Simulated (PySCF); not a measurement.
System (SMILES): ClB(Cl)Cl.
Geometry (B3LYP-D3(BJ)/def2-TZVP, fixed):
```xyz
4

B      0.0000     0.0000     0.0000
Cl     0.0051     1.7450    -0.0247
Cl     1.5085    -0.8773    -0.0189
Cl    -1.5136    -0.8677     0.0437
```
Charge 0, spin multiplicity 1.

Basis-set convergence of the isotropic shielding of B1 at HF with PySCF. GIAO, no density fitting; atoms are numbered in the order shown. All functions are spherical. No added dispersion term, no relativity. Reference: the value in pcseg-3, 57.59 ppm, itself unsure by roughly 3.05 ppm (its distance from pcSseg-2). Deviations are taken from unrounded values. Cost is core time over that of aug-pcseg-1, rough, on shared machines of one kind; a dash marks a row that isn't timed (too short, read off another run, short of memory, by another algorithm or on other hardware).

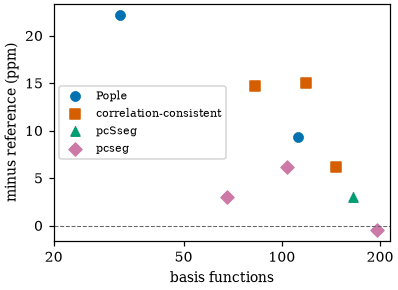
*Deviation from the reference against the number of basis functions, by family of sets.*

```
basis            functions  isotropic shielding of B1 (ppm)  minus reference (ppm)  cost
---------------  ---------  -------------------------------  ---------------------  ----
STO-3G                  32                            79.75                  22.16     -
pcseg-1                 68                            60.60                   3.01     -
cc-pV(D+d)Z             83                            72.30                  14.71  0.6×
aug-pcseg-1            104                            63.78                   6.18    1×
6-311+G**              112                            66.88                   9.28    1×
aug-cc-pV(D+d)Z        119                            72.62                  15.02    2×
cc-pV(T+d)Z            147                            63.79                   6.19    4×
pcSseg-2               165                            60.65                   3.05    4×
aug-pcseg-2            196                            57.15                  -0.45   10×
```
